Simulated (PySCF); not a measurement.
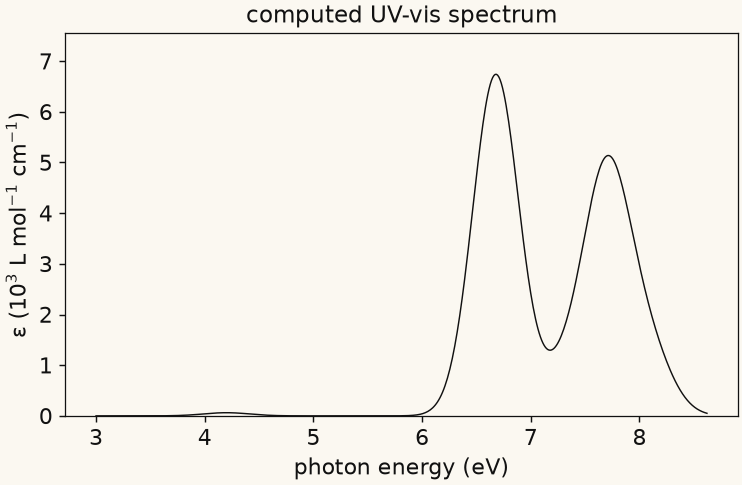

Computed absorption of C₄H₁₀GeO, SMILES CC[C@H]([GeH3])C=O, singlet. Vertical TDDFT excitations, CAM-B3LYP/def2-SVPD in PySCF, at a GFN2-xTB geometry (no frequency check), gas phase. The lowest 8 singlet states are shown; each is broadened by a Gaussian of 1/e half-width 0.30 eV.

> Where is the lowest singlet, and is it bright?

S1 lies at 4.20 eV (295 nm) with f = 0.001, mainly HOMO → LUMO (88 %); it is dark or nearly so.

> Where is the maximum of the broadened curve, and how high is it?

At about 6.7 eV (186 nm), with ε near 6700 L mol⁻¹ cm⁻¹.

Known limits of this run: the tight-binding geometry is rougher than a DFT one and adds to the error; one conformer of a flexible molecule; core orbitals are frozen in the response.
